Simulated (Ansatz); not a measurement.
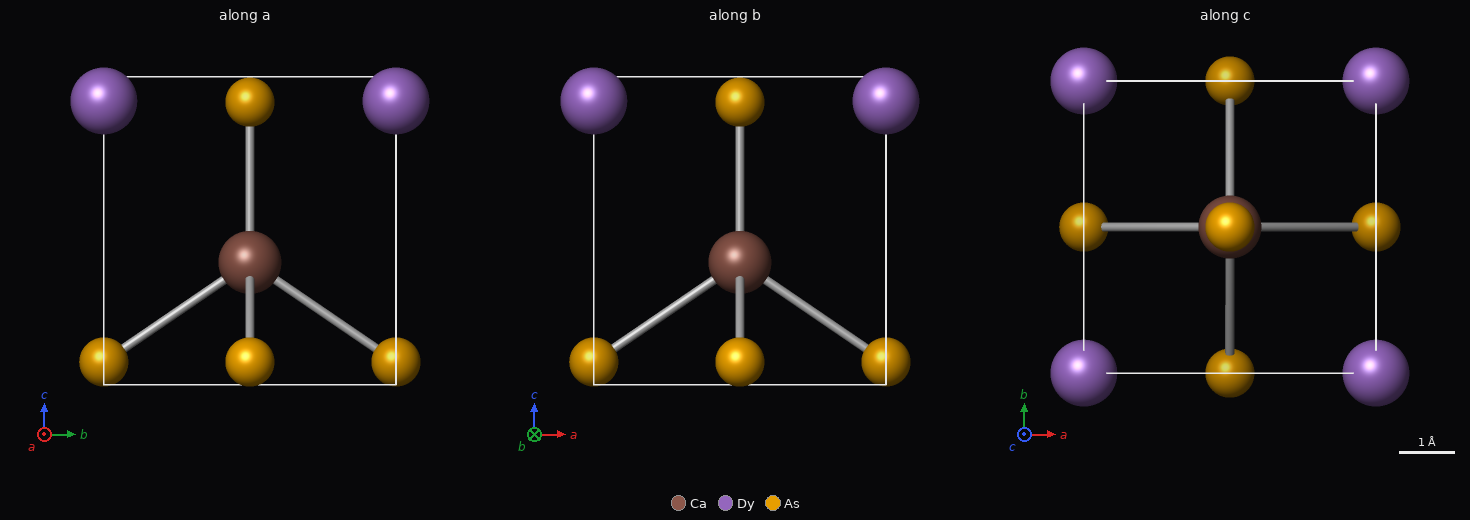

Ball-and-stick drawing of the structure, looking along the a axis, along the b axis and along the c axis. The wireframe shows the conventional unit cell.

Lattice parameters: a = 5.3398 Å, b = 5.3398 Å, c = 5.6320 Å, α = 90.000°, β = 90.000°, γ = 90.000°.

Q: Express the structure as a CIF with its space group and independent sites, with free fractional coordinates to two decimals.

A:
```cif
data_structure
_symmetry_space_group_name_H-M 'P 4 m m'
_symmetry_Int_Tables_number 99
_cell_length_a 5.3398
_cell_length_b 5.3398
_cell_length_c 5.6320
_cell_angle_alpha 90.000
_cell_angle_beta 90.000
_cell_angle_gamma 90.000
_cell_volume 160.59
loop_
_atom_site_label
_atom_site_type_symbol
_atom_site_symmetry_multiplicity
_atom_site_Wyckoff_symbol
_atom_site_fract_x
_atom_site_fract_y
_atom_site_fract_z
_atom_site_occupancy
Ca1 Ca 1 b 0.50 0.50 0.40 1
Dy1 Dy 1 a 0.00 0.00 0.92 1
As1 As 1 b 0.50 0.50 0.92 1
As2 As 2 c 0.50 0.00 0.07 1
```

The structure was taken from a random cell made by a generator, so it need not be a real form of the compound. This is the structure after a relaxation with DFT PBE, scalar-relativistic, plane waves, PAW; 4f electrons in the core of a trivalent norm-conserving potential in Ansatz.
